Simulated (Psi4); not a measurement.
## Si$_{3}$H$_{8}$: energy and gradient calculation

- system: Si$_{3}$H$_{8}$, multiplicity 3, SMILES [SiH3][SiH2][SiH3]
- method: SVWN5/6-31G*, UKS (Psi4 1.11)

The geometry is that of the parent species in another charge or spin state. The geometry comes from this level: PBE0-D4/def2-TZVP.

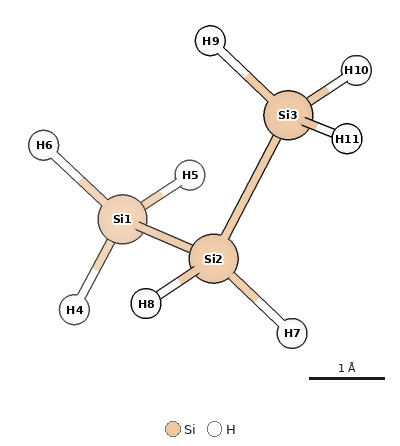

The structure as given in the input (ball-and-stick view, seen at a tilt; atoms are numbered from 1 in the order of the input).

**Input file (input.inp)**
```
memory 1600 MB

molecule system {
  0 3
  Si    -2.44260330     2.58274539    -0.99261644
  Si    -0.87413061    -1.52557590    -0.55996365
  Si     3.08390075    -1.46340391     1.40359408
  H     -4.96213734     2.58461622    -2.23955222
  H     -0.66901974     4.12043443    -2.53992419
  H     -2.68821100     3.77962232     1.53944649
  H     -0.64893195    -2.72150798    -3.09945320
  H     -2.66523193    -3.06286810     0.97583567
  H      2.86473032    -0.29279417     3.95034018
  H      4.88271216     0.06005550    -0.12859586
  H      4.11886596    -4.06132380     1.69087024
  units au
  symmetry c1
}

set basis 6-31G*
set reference uks
set puream true
set e_convergence 1e-09
set d_convergence 1e-08
set scf_type pk
set dft_radial_points 99
set dft_spherical_points 590
set maxiter 100

gradient("scf", dft_functional={"name": "SVWN5", "x_functionals": {"LDA_X": {}}, "c_functionals": {"LDA_C_VWN": {}}})
print_variables()
```

Launch command:
```bash
psi4 input.inp input.out -n 1
```

**Output**
```
Psi4 1.11 release

gradient() will perform analytic gradient computation.

   => Loading Basis Set <=

    Name: 6-31G*
    Role: ORBITAL
    Keyword: BASIS

         ---------------------------------------------------------
                                   SCF
                              UKS Reference
                        1 Threads,   1525 MiB Core
         ---------------------------------------------------------

  ==> Geometry <==

    Molecular point group: c1
    Full point group: C1

    Geometry (in Bohr), charge = 0, multiplicity = 3:

       Center              X                  Y                   Z               Mass
    ------------   -----------------  -----------------  -----------------  -----------------
         SI          -2.374344494224     2.701838495648    -0.948938972338    27.976926534650
         SI          -0.805871804224    -1.406482794352    -0.516286182338    27.976926534650
         SI           3.152159555776    -1.344310804352     1.447271547662    27.976926534650
         H           -4.893878534224     2.703709325648    -2.195874752338     1.007825032230
         H           -0.600760934224     4.239527535648    -2.496246722338     1.007825032230
         H           -2.619952194224     3.898715425648     1.583123957662     1.007825032230
         H           -0.580673144224    -2.602414874352    -3.055775732338     1.007825032230
         H           -2.596973124224    -2.943774994352     1.019513137662     1.007825032230
         H            2.932989125776    -0.173701064352     3.994017647662     1.007825032230
         H            4.950970965776     0.179148605648    -0.084918392338     1.007825032230
         H            4.187124765776    -3.942230694352     1.734547707662     1.007825032230

  Running in c1 symmetry.

  Rotational constants: A =      0.30340  B =      0.06740  C =      0.05852 [cm^-1]
  Rotational constants: A =   9095.55754  B =   2020.46162  C =   1754.38262 [MHz]
  Nuclear repulsion =  193.117837226625369

  Charge       = 0
  Multiplicity = 3
  Electrons    = 50
  Nalpha       = 26
  Nbeta        = 24

  ==> Algorithm <==

  SCF Algorithm Type is PK.
  DIIS enabled.
  MOM disabled.
  Fractional occupation disabled.
  Guess Type is SAD.
  Energy threshold   = 1.00e-09
  Density threshold  = 1.00e-08
  Integral threshold = 1.00e-12

  ==> Primary Basis <==

  Basis Set: 6-31G*
    Blend: 6-31G*
    Number of shells: 40
    Number of basis functions: 70
    Number of Cartesian functions: 73
    Spherical Harmonics?: true
    Max angular momentum: 2

  ==> DFT Potential <==

   => LibXC <=

    Version 7.1.2

   => Composite Functional: SVWN5 <=

    Slater exchange
    Vosko, Wilk & Nusair (VWN5)

    Deriv               =              1
    GGA                 =          FALSE
    Meta                =          FALSE

    Exchange Hybrid     =          FALSE
    MP2 Hybrid          =          FALSE

   => Exchange Functionals <=

    1.0000         XC_LDA_X

   => Correlation Functionals <=

    1.0000     XC_LDA_C_VWN

   => LibXC Density Thresholds  <==

    XC_LDA_C_VWN:  1.00E-15
    XC_LDA_X:  1.00E-15

   => Molecular Quadrature <=

    Radial Scheme          =       TREUTLER
    Pruning Scheme         =           NONE
    Nuclear Scheme         =       TREUTLER

    Blocking Scheme        =         OCTREE
    BS radius alpha        =              1
    Pruning alpha          =              1
    Radial Points          =             99
    Spherical Points       =            590
    Total Points           =         607948
    Total Blocks           =           4289
    Max Points             =            256
    Max Functions          =             68
    Weights Tolerance      =       1.00E-15

  ==> Integral Setup <==

  Using in-core PK algorithm.
   Calculation information:
      Number of atoms:                  11
      Number of AO shells:              40
      Number of primitives:            113
      Number of atomic orbitals:        73
      Number of basis functions:        70

      Integral cutoff                 1.00e-12
      Number of threads:                 1

  Performing in-core PK
  Using 6177710 doubles for integral storage.
  We computed 293415 shell quartets total.
  Whereas there are 336610 unique shell quartets.

  ==> DiskJK: Disk-Based J/K Matrices <==

    J tasked:                  Yes
    K tasked:                   No
    wK tasked:                  No
    Memory [MiB]:              899
    Schwarz Cutoff:          1E-12

  Cached 100.0% of DFT collocation blocks in 0.239 [GiB].

  Minimum eigenvalue in the overlap matrix is 5.1381257019E-03.
  Reciprocal condition number of the overlap matrix is 1.1563641328E-03.
    Using symmetric orthogonalization.

  ==> Pre-Iterations <==

  SCF Guess: Superposition of Atomic Densities via on-the-fly atomic UHF (no occupation information).

   -------------------------
    Irrep   Nso     Nmo
   -------------------------
     A         70      70
   -------------------------
    Total      70      70
   -------------------------

  ==> Iterations <==

                        Total Energy        Delta E     RMS |[F,P]|

   @UKS iter SAD:  -869.17893566889973   -8.69179e+02   0.00000e+00
   @UKS iter   1:  -869.28837342805741   -1.09438e-01   5.38610e-03 DIIS/ADIIS
   @UKS iter   2:  -869.27998183946295    8.39159e-03   5.86734e-03 DIIS/ADIIS
   @UKS iter   3:  -869.42277291181460   -1.42791e-01   1.15501e-03 DIIS/ADIIS
   @UKS iter   4:  -869.42864004673640   -5.86713e-03   3.48447e-04 DIIS/ADIIS
   @UKS iter   5:  -869.42925712173019   -6.17075e-04   7.07105e-05 DIIS
   @UKS iter   6:  -869.42928258368056   -2.54620e-05   1.58901e-05 DIIS
   @UKS iter   7:  -869.42928285250036   -2.68820e-07   1.33330e-05 DIIS
   @UKS iter   8:  -869.42928373213749   -8.79637e-07   6.14658e-06 DIIS
   @UKS iter   9:  -869.42928395992544   -2.27788e-07   1.23248e-06 DIIS
   @UKS iter  10:  -869.42928396884247   -8.91703e-09   1.45178e-07 DIIS
   @UKS iter  11:  -869.42928396896298   -1.20508e-10   4.63759e-08 DIIS
   @UKS iter  12:  -869.42928396897548   -1.25056e-11   8.86078e-09 DIIS
  Energy and wave function converged.

  ==> Post-Iterations <==

   Electrons on quadrature grid:
      Nalpha   =   26.0000006131 ; deviation = 6.131e-07
      Nbeta    =   23.9999990972 ; deviation = -9.028e-07
      Ntotal   =   49.9999997103 ; deviation = -2.897e-07

   @Spin Contamination Metric:   2.498957145E-03
   @S^2 Expected:                2.000000000E+00
   @S^2 Observed:                2.002498957E+00
   @S   Expected:                1.000000000E+00
   @S   Observed:                1.000000000E+00

    Orbital Energies [Eh]
    ---------------------

    Alpha Occupied:

       1A    -65.124143     2A    -65.107929     3A    -65.107915
       4A     -5.042731     5A     -5.028658     6A     -5.028608
       7A     -3.488657     8A     -3.480984     9A     -3.480559
      10A     -3.472262    11A     -3.472250    12A     -3.467468
      13A     -3.467462    14A     -3.467364    15A     -3.467364
      16A     -0.553817    17A     -0.504565    18A     -0.458114
      19A     -0.348341    20A     -0.338622    21A     -0.325285
      22A     -0.320427    23A     -0.309597    24A     -0.297427
      25A     -0.290978    26A     -0.052494

    Alpha Virtual:

      27A     -0.034331    28A     -0.033330    29A     -0.024150
      30A     -0.006178    31A      0.035198    32A      0.038172
      33A      0.064753    34A      0.077583    35A      0.086481
      36A      0.127469    37A      0.138530    38A      0.168228
      39A      0.180104    40A      0.191299    41A      0.200008
      42A      0.203279    43A      0.213655    44A      0.233969
      45A      0.240888    46A      0.388153    47A      0.397298
      48A      0.414020    49A      0.436391    50A      0.505383
      51A      0.534568    52A      0.545854    53A      0.572211
      54A      0.606908    55A      0.613189    56A      0.616288
      57A      0.626570    58A      0.636554    59A      0.641936
      60A      0.670003    61A      0.731465    62A      0.830767
      63A      0.989955    64A      1.056932    65A      1.062315
      66A      1.081407    67A      1.082761    68A      1.098195
      69A      1.118820    70A      1.119627

    Beta Occupied:

       1A    -65.121727     2A    -65.106244     3A    -65.106229
       4A     -5.039526     5A     -5.026403     6A     -5.026355
       7A     -3.483402     8A     -3.478220     9A     -3.477167
      10A     -3.468547    11A     -3.468530    12A     -3.465502
      13A     -3.465495    14A     -3.465078    15A     -3.465074
      16A     -0.532813    17A     -0.489522    18A     -0.448599
      19A     -0.341198    20A     -0.321542    21A     -0.315819
      22A     -0.311652    23A     -0.306022    24A     -0.281048

    Beta Virtual:

      25A     -0.259067    26A     -0.028269    27A     -0.020196
      28A     -0.017516    29A     -0.011664    30A      0.006235
      31A      0.044522    32A      0.050529    33A      0.073758
      34A      0.092404    35A      0.096227    36A      0.137712
      37A      0.150467    38A      0.175582    39A      0.191870
      40A      0.202045    41A      0.207661    42A      0.211022
      43A      0.227096    44A      0.250358    45A      0.257935
      46A      0.401737    47A      0.410305    48A      0.433397
      49A      0.455489    50A      0.525287    51A      0.553948
      52A      0.565524    53A      0.589175    54A      0.617877
      55A      0.625378    56A      0.627078    57A      0.645516
      58A      0.647202    59A      0.652677    60A      0.693209
      61A      0.746926    62A      0.849650    63A      0.996061
      64A      1.067612    65A      1.079982    66A      1.087884
      67A      1.101071    68A      1.111585    69A      1.122892
      70A      1.132425

    Final Occupation by Irrep:
              A
    DOCC [    24 ]
    SOCC [     2 ]
    NA   [    26 ]
    NB   [    24 ]

  @UKS Final Energy:  -869.42928396897548

   => Energetics <=

    Nuclear Repulsion Energy =            193.1178372266253689
    One-Electron Energy =               -1592.4373250186376936
    Two-Electron Energy =                 591.9095818526756148
    DFT Exchange-Correlation Energy =     -62.0193780296388155
    Empirical Dispersion Energy =           0.0000000000000000
    VV10 Nonlocal Energy =                  0.0000000000000000
    Total Energy =                       -869.4292839689754828

  UHF NO Occupations:
  HONO-2 :   24  A 1.9996289
  HONO-1 :   25  A 1.0000000
  HONO-0 :   26  A 1.0000000
  LUNO+0 :   27  A 0.0003711
  LUNO+1 :   28  A 0.0002581
  LUNO+2 :   29  A 0.0001594
  LUNO+3 :   30  A 0.0001272

Computation Completed

Properties will be evaluated at   0.000000,   0.000000,   0.000000 [a0]

Properties computed using the SCF density matrix

 Multipole Moments:

 ------------------------------------------------------------------------------------
     Multipole            Electronic (a.u.)      Nuclear  (a.u.)        Total (a.u.)
 ------------------------------------------------------------------------------------

 L = 1.  Multiply by 2.5417464519 to convert [e a0] to [Debye]
 Dipole X            :         -0.4098175            0.3860525           -0.0237650
 Dipole Y            :         -0.7152398            0.6736078           -0.0416320
 Dipole Z            :         -0.2625055            0.2470364           -0.0154691
 Magnitude           :                                                    0.0503715

 ------------------------------------------------------------------------------------

	total time  =         11 seconds =       0.18 minutes

         ------------------------------------------------------------
                                   SCF GRAD
         ------------------------------------------------------------

  ==> Geometry <==

    Molecular point group: c1
    Full point group: C1

    Geometry (in Bohr), charge = 0, multiplicity = 3:

       Center              X                  Y                   Z               Mass
    ------------   -----------------  -----------------  -----------------  -----------------
         SI          -2.374344494224     2.701838495648    -0.948938972338    27.976926534650
         SI          -0.805871804224    -1.406482794352    -0.516286182338    27.976926534650
         SI           3.152159555776    -1.344310804352     1.447271547662    27.976926534650
         H           -4.893878534224     2.703709325648    -2.195874752338     1.007825032230
         H           -0.600760934224     4.239527535648    -2.496246722338     1.007825032230
         H           -2.619952194224     3.898715425648     1.583123957662     1.007825032230
         H           -0.580673144224    -2.602414874352    -3.055775732338     1.007825032230
         H           -2.596973124224    -2.943774994352     1.019513137662     1.007825032230
         H            2.932989125776    -0.173701064352     3.994017647662     1.007825032230
         H            4.950970965776     0.179148605648    -0.084918392338     1.007825032230
         H            4.187124765776    -3.942230694352     1.734547707662     1.007825032230

  Nuclear repulsion =  193.117837226625369

  ==> Basis Set <==

  Basis Set: 6-31G*
    Blend: 6-31G*
    Number of shells: 40
    Number of basis functions: 70
    Number of Cartesian functions: 73
    Spherical Harmonics?: true
    Max angular momentum: 2

  ==> DirectJKGrad: Integral-Direct SCF Gradients <==

    Gradient:                    1
    J tasked:                  Yes
    K tasked:                   No
    wK tasked:                  No
    Integrals threads:           1
    Schwarz Cutoff:          1E-12

  ==> DFT Potential <==

   => LibXC <=

    Version 7.1.2

   => Composite Functional: SVWN5 <=

    Slater exchange
    Vosko, Wilk & Nusair (VWN5)

    Deriv               =              1
    GGA                 =          FALSE
    Meta                =          FALSE

    Exchange Hybrid     =          FALSE
    MP2 Hybrid          =          FALSE

   => Exchange Functionals <=

    1.0000         XC_LDA_X

   => Correlation Functionals <=

    1.0000     XC_LDA_C_VWN

   => LibXC Density Thresholds  <==

    XC_LDA_C_VWN:  1.00E-15
    XC_LDA_X:  1.00E-15

   => Molecular Quadrature <=

    Radial Scheme          =       TREUTLER
    Pruning Scheme         =           NONE
    Nuclear Scheme         =       TREUTLER

    Blocking Scheme        =         OCTREE
    BS radius alpha        =              1
    Pruning alpha          =              1
    Radial Points          =             99
    Spherical Points       =            590
    Total Points           =         607948
    Total Blocks           =           4289
    Max Points             =            256
    Max Functions          =             68
    Weights Tolerance      =       1.00E-15

  -Total Gradient:
     Atom            X                  Y                   Z
    ------   -----------------  -----------------  -----------------
       1        0.009459703656    -0.014701976780     0.003475006806
       2        0.001688382653     0.002913449745     0.001014214686
       3       -0.015721495024     0.003754564065    -0.007503976572
       4        0.018645873634    -0.010391146692     0.008357175490
       5       -0.004844898947     0.002865324199     0.003990569589
       6        0.000026564167     0.003692644505    -0.005834763379
       7       -0.002154211439    -0.000735452111     0.003720576221
       8        0.001679958067    -0.000088045928    -0.004013852904
       9        0.006067660312    -0.000729333663    -0.003208506667
      10        0.001196938906    -0.001560408289     0.006614527364
      11       -0.016044510643     0.014980332403    -0.006610967464

	total time  =          3 seconds =       0.05 minutes

  Variable Map:
  ----------------------------------------------------------------------------
  "CURRENT ENERGY"              =>    -869.429283968975
  "CURRENT REFERENCE ENERGY"    =>    -869.429283968975
  "DD SOLVATION ENERGY"         =>       0.000000000000
  "DFT FUNCTIONAL TOTAL ENERGY" =>    -869.429283968975
  "DFT TOTAL ENERGY"            =>    -869.429283968975
  "DFT VV10 ENERGY"             =>       0.000000000000
  "DFT XC ENERGY"               =>     -62.019378029639
  "GRID ELECTRONS ALPHA"        =>      26.000000613082
  "GRID ELECTRONS BETA"         =>      23.999999097209
  "GRID ELECTRONS TOTAL"        =>      49.999999710291
  "NUCLEAR REPULSION ENERGY"    =>     193.117837226625
  "ONE-ELECTRON ENERGY"         =>   -1592.437325018638
  "PCM POLARIZATION ENERGY"     =>       0.000000000000
  "PE ENERGY"                   =>       0.000000000000
  "SCF ITERATION ENERGY"        =>    -869.429283968975
  "SCF ITERATIONS"              =>      12.000000000000
  "SCF TOTAL ENERGY"            =>    -869.429283968975
  "TWO-ELECTRON ENERGY"         =>     591.909581852676
  "XC GRID RADIAL POINTS"       =>      99.000000000000
  "XC GRID SPHERICAL POINTS"    =>     590.000000000000
  "XC GRID TOTAL POINTS"        =>  607948.000000000000

  Array Variable Map:
  ----------------------------------------------------------------------------
  "CURRENT DIPOLE"              =>      -0.023765019563 ... -0.015469137644 1 by 3
  "CURRENT GRADIENT"            =>       0.009459703656 ... -0.006610967464 11 by 3
  "DFT TOTAL GRADIENT"          =>       0.009459703656 ... -0.006610967464 11 by 3
  "SCF DIPOLE"                  =>      -0.023765019563 ... -0.015469137644 1 by 3
  "SCF TOTAL ENERGIES"          =>    -869.178935668900 ... -869.429283968975 1 by 13
  "SCF TOTAL GRADIENT"          =>       0.009459703656 ... -0.006610967464 11 by 3

    Psi4 run time: 0:00:13.81
```

**Results in brief**

- outcome: converged
- total energy: −869.429284 hartree
- basis functions: 70
- largest force: 1.179 eV/Å
- ⟨S²⟩: 2.002
- dipole moment: 0.13 D
- hardware: 1 thread of Intel Xeon (Granite Rapids), 64 GiB of memory available, shared host
- wall time: 15 s
- peak memory: 0.55 GiB
